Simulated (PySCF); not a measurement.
Vertical excitations of a molecule C₂H₆O₂Si from TDA-M06-2X/def2-SVPD in PySCF, as energy in eV (oscillator strength): 6.53 (0.002), 7.01 (0.006), 7.03 (0.001), 7.13 (0.001), 7.66 (0.030), 7.85 (0.031), 7.89 (0.066), 8.00 (0.045), 8.05 (0.157), 8.31 (0.004). Lowest triplet (TDA): 6.20 eV. The structure is a stationary point at PBE0-D3(BJ)/def2-SVP. Other conformers were not sampled.

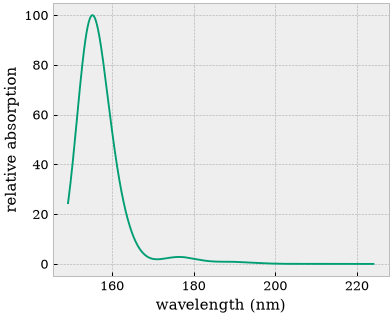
Fig. 1. The lines broadened by 0.4 eV.

Q: Which structure fits?
A) C[SiH2]OC=O
B) O=CC[SiH2]O
C) C[Si@@H](O)C=O
D) O[SiH]1COC1

A: D, O[SiH]1COC1
